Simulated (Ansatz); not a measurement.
C2H6OSn: geometry relaxation (part 2 of 2)

C2H6OSn, SMILES [CH3][SnH2][CH]=O; RKS LDA/def2-mTZVP (Ansatz 0.2.0). It belongs to a series of runs on one base structure; here: end point A relaxed.

Geometry of the input (Å):
```
C  0.4752  1.4960  0.2661
Sn -0.7523  -0.1598  -0.3197
C  0.3376  -1.9225  0.0032
O  0.8353  -2.1827  1.1367
H  -0.1541  2.4618  0.0644
H  0.6886  1.4778  1.3280
H  1.3820  1.5706  -0.3481
H  -2.1741  -0.1848  0.6330
H  -1.1535  -0.0207  -1.9745
H  0.5984  -2.5869  -0.7863
```

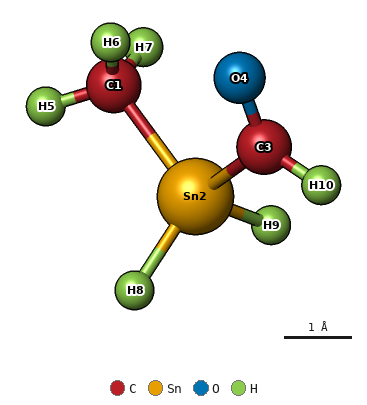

Figure 1. The geometry at step 23 of the log (ball-and-stick view, seen at a tilt; atoms are numbered from 1 in the order of the input).

Trajectory as extended XYZ, continued
```
10
Properties=species:S:1:pos:R:3:forces:R:3 step=6 energy=-10005.72992
C     0.4274    1.5426    0.2741   -0.0456  -0.0079   0.0005
Sn   -0.7593   -0.1157   -0.3539    0.0670   0.0984   0.0701
C     0.4083   -1.9467    0.0607    0.0210  -0.0996   0.0223
O     1.0529   -2.0820    1.0711   -0.1056   0.0656  -0.1746
H    -0.1302    2.4837    0.1623   -0.0099  -0.0279   0.0070
H     0.7010    1.4146    1.3307    0.0178  -0.0044   0.0020
H     1.3459    1.6041   -0.3258    0.0014  -0.0178   0.0010
H    -2.2328   -0.1647    0.5359    0.0323  -0.0212  -0.0215
H    -1.1280   -0.0194   -2.0325   -0.0067  -0.0263  -0.0165
H     0.3980   -2.7677   -0.7198    0.0283   0.0409   0.1095
10
Properties=species:S:1:pos:R:3:forces:R:3 step=8 energy=-10005.73942
C     0.4250    1.5243    0.2974    0.0205   0.0127  -0.0040
Sn   -0.7616   -0.1031   -0.3791    0.0036  -0.0541  -0.0129
C     0.4030   -1.9290    0.0481    0.0921   0.0998   0.0797
O     1.1927   -1.9394    0.9604   -0.0764  -0.0446  -0.1065
H    -0.1144    2.4734    0.1746    0.0028   0.0067  -0.0002
H     0.6748    1.3895    1.3588   -0.0049  -0.0273   0.0064
H     1.3598    1.5656   -0.2788   -0.0021   0.0208  -0.0003
H    -2.2463   -0.1903    0.4794   -0.0344  -0.0001   0.0223
H    -1.1255    0.0014   -2.0578    0.0082   0.0054  -0.0222
H     0.2757   -2.8437   -0.6002   -0.0094  -0.0193   0.0376
10
Properties=species:S:1:pos:R:3:forces:R:3 step=10 energy=-10005.74442
C     0.4243    1.5199    0.3007    0.0056   0.0062  -0.0066
Sn   -0.7617   -0.1009   -0.3962    0.0075   0.0021  -0.0133
C     0.4003   -1.9186    0.0603    0.0418   0.0646   0.0585
O     1.2343   -1.9042    0.9313   -0.0404  -0.0124  -0.0593
H    -0.1327    2.4658    0.2495    0.0010  -0.0103   0.0088
H     0.7190    1.3305    1.3426    0.0025  -0.0053  -0.0017
H     1.3343    1.6076   -0.3097   -0.0119   0.0040   0.0061
H    -2.2630   -0.1854    0.4387   -0.0081   0.0020  -0.0003
H    -1.0911   -0.0053   -2.0840    0.0034   0.0009   0.0034
H     0.2194   -2.8606   -0.5306   -0.0016  -0.0518   0.0043
10
Properties=species:S:1:pos:R:3:forces:R:3 step=12 energy=-10005.69915 accepted=F
C     0.4217    1.5196    0.3129    0.0580   0.1027   0.0777
Sn   -0.7448   -0.0907   -0.4401    0.1307   0.0201  -0.1632
C     0.4278   -1.8999    0.0360   -0.2830  -0.6559   0.8299
O     1.2986   -1.8418    0.8788   -0.3043  -0.0192  -0.6964
H    -0.1835    2.4388    0.4171    0.1265  -0.1868  -0.0104
H     0.8213    1.2286    1.3035   -0.0652   0.0721  -0.2167
H     1.2678    1.7187   -0.3676   -0.1165  -0.0098   0.1266
H    -2.2748   -0.1754    0.3477    0.0424  -0.0648  -0.0012
H    -1.0252   -0.0126   -2.1374   -0.0116   0.0488   0.0093
H     0.0742   -2.9366   -0.3481    0.4232   0.6929   0.0444
10
Properties=species:S:1:pos:R:3:forces:R:3 step=14 energy=-10005.75216
C     0.4241    1.4966    0.3090    0.0137   0.0481   0.0163
Sn   -0.7704   -0.0925   -0.4373    0.0202  -0.0178  -0.0096
C     0.3881   -1.8943    0.0916   -0.0224   0.0201  -0.0011
O     1.3072   -1.8036    0.8660    0.0150   0.0040   0.0085
H    -0.1664    2.4144    0.4436    0.0223  -0.0378   0.0024
H     0.8450    1.1891    1.2786   -0.0045   0.0058  -0.0333
H     1.2544    1.7029   -0.3823   -0.0306  -0.0047   0.0237
H    -2.3097   -0.1612    0.3278   -0.0030   0.0000  -0.0016
H    -1.0198   -0.0064   -2.1380   -0.0034  -0.0017  -0.0016
H     0.1305   -2.8962   -0.3562   -0.0073  -0.0160  -0.0038
10
Properties=species:S:1:pos:R:3:forces:R:3 step=15 energy=-10005.75117 accepted=F
C     0.4238    1.4856    0.3098    0.1000   0.1900   0.1186
Sn   -0.7765   -0.0894   -0.4548    0.0410  -0.0335  -0.0201
C     0.3837   -1.8844    0.1077   -0.0743   0.0711   0.0253
O     1.3223   -1.7668    0.8538    0.0514   0.0180   0.0250
H    -0.1789    2.3835    0.5469    0.1589  -0.2266  -0.0562
H     0.9167    1.1194    1.2324   -0.0922   0.0900  -0.2162
H     1.2054    1.7566   -0.4240   -0.1559  -0.0375   0.1641
H    -2.3330   -0.1459    0.2744   -0.0043  -0.0078   0.0056
H    -0.9874   -0.0075   -2.1606   -0.0051  -0.0052  -0.0024
H     0.1069   -2.9023   -0.2828   -0.0194  -0.0585  -0.0440
10
Properties=species:S:1:pos:R:3:forces:R:3 step=17 energy=-10005.75447
C     0.4246    1.4943    0.3103    0.0430   0.0512   0.0367
Sn   -0.7653   -0.0912   -0.4568   -0.0075   0.0227   0.0034
C     0.3776   -1.8896    0.1085   -0.0155   0.0113  -0.0108
O     1.3148   -1.7801    0.8581    0.0283  -0.0031   0.0254
H    -0.1821    2.3827    0.5470    0.0543  -0.0945  -0.0239
H     0.9196    1.1344    1.2285   -0.0394   0.0271  -0.0881
H     1.2018    1.7719   -0.4188   -0.0609  -0.0065   0.0584
H    -2.3192   -0.1512    0.2811    0.0024  -0.0020  -0.0076
H    -0.9862   -0.0170   -2.1625    0.0028   0.0008   0.0103
H     0.0977   -2.9054   -0.2927   -0.0075  -0.0069  -0.0038
10
Properties=species:S:1:pos:R:3:forces:R:3 step=19 energy=-10005.73834 accepted=F
C     0.4298    1.4867    0.3074    0.1390   0.2227   0.1103
Sn   -0.7598   -0.0852   -0.4805   -0.0990  -0.0456   0.1447
C     0.3390   -1.8848    0.1674    0.6581   0.0883  -0.1820
O     1.3267   -1.7529    0.8571   -0.4984  -0.0767  -0.1229
H    -0.1992    2.3172    0.6873    0.2196  -0.2459  -0.1126
H     1.0310    1.0651    1.1406   -0.1603   0.1128  -0.2322
H     1.1211    1.8746   -0.4669   -0.1914  -0.0787   0.2252
H    -2.3345   -0.1427    0.2113   -0.0161   0.0437  -0.0102
H    -0.9400   -0.0228   -2.1904    0.0314  -0.0376   0.0070
H     0.0690   -2.9064   -0.2306   -0.0828   0.0170   0.1727
10
Properties=species:S:1:pos:R:3:forces:R:3 step=21 energy=-10005.75824
C     0.4297    1.4882    0.3056    0.0040   0.0281   0.0026
Sn   -0.7624   -0.0864   -0.4739   -0.0074  -0.0037  -0.0107
C     0.3651   -1.8816    0.1327    0.0033  -0.0094   0.0069
O     1.2959   -1.7622    0.8898    0.0007   0.0074   0.0021
H    -0.1883    2.3227    0.6654    0.0194  -0.0276   0.0053
H     1.0132    1.0741    1.1431   -0.0033   0.0137  -0.0219
H     1.1254    1.8616   -0.4592   -0.0137  -0.0105   0.0199
H    -2.3305   -0.1365    0.2327    0.0004   0.0001  -0.0025
H    -0.9500   -0.0265   -2.1832    0.0021  -0.0028   0.0012
H     0.0849   -2.9046   -0.2503   -0.0055   0.0047  -0.0029
10
Properties=species:S:1:pos:R:3:forces:R:3 step=23 energy=-10005.76027
C     0.4346    1.4804    0.3012    0.0279   0.0559   0.0293
Sn   -0.7651   -0.0832   -0.4900   -0.0059   0.0004  -0.0094
C     0.3544   -1.8709    0.1549   -0.0774  -0.0081  -0.0622
O     1.2692   -1.7360    0.9268    0.0766   0.0068   0.0595
H    -0.1776    2.2656    0.7706    0.0560  -0.0696  -0.0246
H     1.0933    1.0222    1.0597   -0.0457   0.0453  -0.0601
H     1.0570    1.9323   -0.4862   -0.0401  -0.0318   0.0592
H    -2.3446   -0.1240    0.1910    0.0042   0.0022  -0.0020
H    -0.9250   -0.0382   -2.2027    0.0041  -0.0019   0.0039
H     0.0869   -2.8994   -0.2225    0.0004   0.0008   0.0064
10
Properties=species:S:1:pos:R:3:forces:R:3 step=24 energy=-10005.76113
C     0.4343    1.4796    0.3008    0.0065   0.0130   0.0158
Sn   -0.7670   -0.0834   -0.4906    0.0052   0.0099  -0.0047
C     0.3494   -1.8702    0.1623   -0.0663  -0.0011  -0.0792
O     1.2691   -1.7323    0.9279    0.0714   0.0017   0.0637
H    -0.1723    2.2471    0.8010    0.0150  -0.0229  -0.0085
H     1.1162    1.0169    1.0331   -0.0176   0.0059  -0.0169
H     1.0324    1.9524   -0.4904   -0.0148  -0.0035   0.0099
H    -2.3522   -0.1171    0.1768    0.0042   0.0022  -0.0033
H    -0.9082   -0.0449   -2.2053   -0.0011  -0.0024   0.0064
H     0.0815   -2.8993   -0.2128   -0.0026  -0.0028   0.0167
10
Properties=species:S:1:pos:R:3:forces:R:3 step=26 energy=-10005.76138
C     0.4345    1.4814    0.3012    0.0200   0.0026  -0.0270
Sn   -0.7569   -0.0813   -0.5028   -0.0354  -0.0144   0.0425
C     0.3416   -1.8713    0.1739    0.0414   0.0131  -0.1005
O     1.2741   -1.7323    0.9253   -0.0040   0.0009   0.0387
H    -0.1724    2.2203    0.8406   -0.0045  -0.0057  -0.0018
H     1.1417    1.0084    1.0009    0.0065  -0.0001   0.0005
H     1.0019    1.9888   -0.4910   -0.0052   0.0030   0.0181
H    -2.3446   -0.1129    0.1573   -0.0133   0.0040  -0.0007
H    -0.8993   -0.0497   -2.2164    0.0170  -0.0029  -0.0035
H     0.0625   -2.9028   -0.1861   -0.0227  -0.0004   0.0338
10
Properties=species:S:1:pos:R:3:forces:R:3 step=28 energy=-10005.76272
C     0.4353    1.4806    0.2997    0.0136   0.0003  -0.0044
Sn   -0.7572   -0.0807   -0.5056    0.0011  -0.0079   0.0005
C     0.3394   -1.8689    0.1777   -0.0029  -0.0015   0.0138
O     1.2720   -1.7279    0.9293   -0.0068   0.0015  -0.0180
H    -0.1649    2.1842    0.8917    0.0063  -0.0027  -0.0075
H     1.1809    0.9989    0.9527   -0.0029   0.0019  -0.0010
H     0.9579    2.0295   -0.4957   -0.0120   0.0008   0.0152
H    -2.3540   -0.1063    0.1331   -0.0030  -0.0016  -0.0005
H    -0.8705   -0.0564   -2.2217    0.0030   0.0015  -0.0025
H     0.0442   -2.9041   -0.1585    0.0034   0.0079   0.0045
10
Properties=species:S:1:pos:R:3:forces:R:3 step=30 energy=-10005.76333
C     0.4345    1.4726    0.3048   -0.0056   0.0307   0.0047
Sn   -0.7608   -0.0805   -0.5132   -0.0009   0.0093  -0.0038
C     0.3341   -1.8622    0.1852    0.0386  -0.0265   0.0308
O     1.3062   -1.7039    0.8821   -0.0403  -0.0153  -0.0294
H    -0.1587    2.1495    0.9352    0.0154  -0.0231  -0.0110
H     1.2046    0.9805    0.9215   -0.0114   0.0079  -0.0156
H     0.9248    2.0569   -0.4861   -0.0059  -0.0170   0.0170
H    -2.3695   -0.0983    0.0956    0.0022  -0.0013   0.0003
H    -0.8415   -0.0588   -2.2313    0.0012  -0.0011   0.0010
H     0.0093   -2.9071   -0.0910    0.0066   0.0364   0.0058
10
Properties=species:S:1:pos:R:3:forces:R:3 step=32 energy=-10005.76322 accepted=F
C     0.4337    1.4756    0.3042    0.0077   0.0217   0.0056
Sn   -0.7568   -0.0794   -0.5158    0.0082  -0.0004  -0.0226
C     0.3352   -1.8627    0.1862   -0.1400  -0.0391  -0.0084
O     1.3060   -1.7102    0.8826    0.1116   0.0179   0.0476
H    -0.1554    2.1345    0.9570    0.0167  -0.0207  -0.0130
H     1.2198    0.9808    0.8986   -0.0128   0.0165  -0.0101
H     0.9040    2.0778   -0.4854   -0.0092  -0.0151   0.0192
H    -2.3681   -0.0993    0.0855    0.0015  -0.0033   0.0018
H    -0.8292   -0.0626   -2.2343   -0.0016   0.0051  -0.0001
H    -0.0061   -2.9056   -0.0758    0.0177   0.0173  -0.0201
10
Properties=species:S:1:pos:R:3:forces:R:3 step=33 energy=-10005.76358
C     0.4339    1.4749    0.3043   -0.0009   0.0103   0.0015
Sn   -0.7585   -0.0797   -0.5142    0.0035  -0.0027   0.0022
C     0.3321   -1.8632    0.1893   -0.0150  -0.0029  -0.0156
O     1.3075   -1.7091    0.8810    0.0149  -0.0023   0.0130
H    -0.1564    2.1388    0.9499    0.0051  -0.0068  -0.0024
H     1.2154    0.9825    0.9057   -0.0042   0.0029  -0.0058
H     0.9100    2.0709   -0.4858   -0.0024  -0.0040   0.0053
H    -2.3691   -0.0979    0.0888   -0.0015   0.0012  -0.0005
H    -0.8313   -0.0630   -2.2325   -0.0006   0.0005  -0.0015
H    -0.0005   -2.9054   -0.0837    0.0010   0.0038   0.0037
10
Properties=species:S:1:pos:R:3:forces:R:3 step=35 energy=-10005.76370
C     0.4333    1.4770    0.3040    0.0134   0.0052   0.0066
Sn   -0.7546   -0.0795   -0.5169    0.0063  -0.0091   0.0011
C     0.3286   -1.8651    0.1947   -0.0044   0.0240   0.0047
O     1.3120   -1.7137    0.8763   -0.0057  -0.0067  -0.0062
H    -0.1522    2.1171    0.9777    0.0101  -0.0065  -0.0086
H     1.2362    0.9845    0.8771   -0.0136   0.0089  -0.0078
H     0.8819    2.0966   -0.4843   -0.0086  -0.0053   0.0116
H    -2.3700   -0.0951    0.0736   -0.0008   0.0010  -0.0010
H    -0.8136   -0.0673   -2.2358   -0.0017   0.0009  -0.0012
H    -0.0184   -2.9057   -0.0637    0.0051  -0.0124   0.0008
10
Properties=species:S:1:pos:R:3:forces:R:3 step=37 energy=-10005.76375
C     0.4337    1.4769    0.3039    0.0065   0.0015   0.0006
Sn   -0.7534   -0.0802   -0.5176   -0.0018   0.0013  -0.0010
C     0.3264   -1.8655    0.1978   -0.0023   0.0046  -0.0045
O     1.3108   -1.7142    0.8776    0.0003  -0.0023   0.0011
H    -0.1488    2.1074    0.9887    0.0029  -0.0021  -0.0025
H     1.2455    0.9858    0.8648   -0.0062   0.0015  -0.0020
H     0.8695    2.1064   -0.4834   -0.0038  -0.0015   0.0037
H    -2.3712   -0.0916    0.0670    0.0025  -0.0005  -0.0006
H    -0.8083   -0.0694   -2.2370    0.0003  -0.0001   0.0022
H    -0.0210   -2.9067   -0.0590    0.0017  -0.0025   0.0031
```

Summary

| quantity | value |
| --- | --- |
| outcome | converged |
| total energy | −10005.7638 eV |
| mean-field energy | −10005.7638 eV |
| largest force (length of the vector) at the end | 0.007 eV/Å |
| wall time | 21 s (CPU time 38 s) |
| peak memory | 0.24 GiB |
